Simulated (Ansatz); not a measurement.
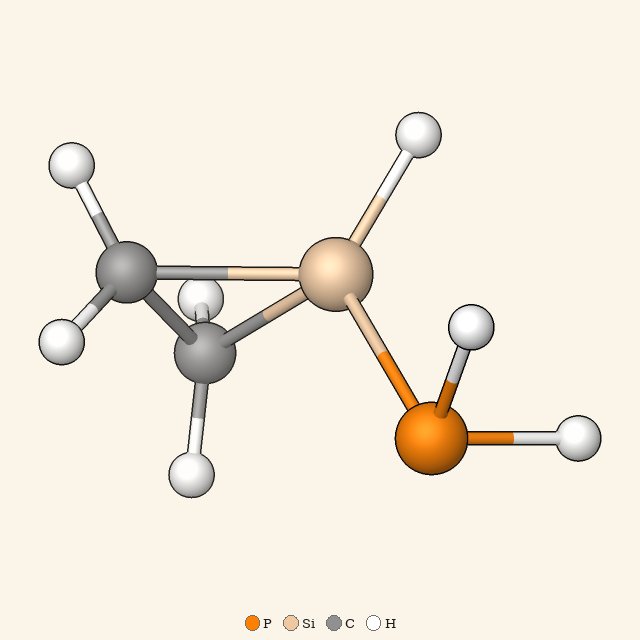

The computed structure is the end point of a PBE-D4/def2-SVP optimisation. No frequency run is at hand to confirm it as a minimum.

Give the structural formula.

SMILES: P[SiH]1CC1

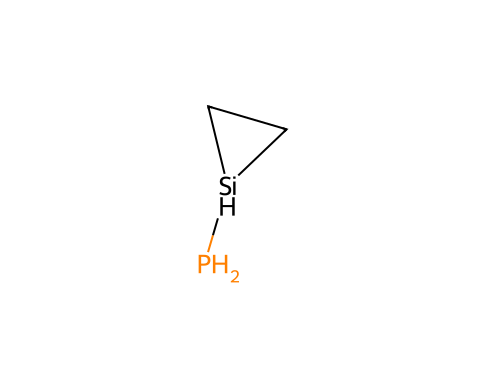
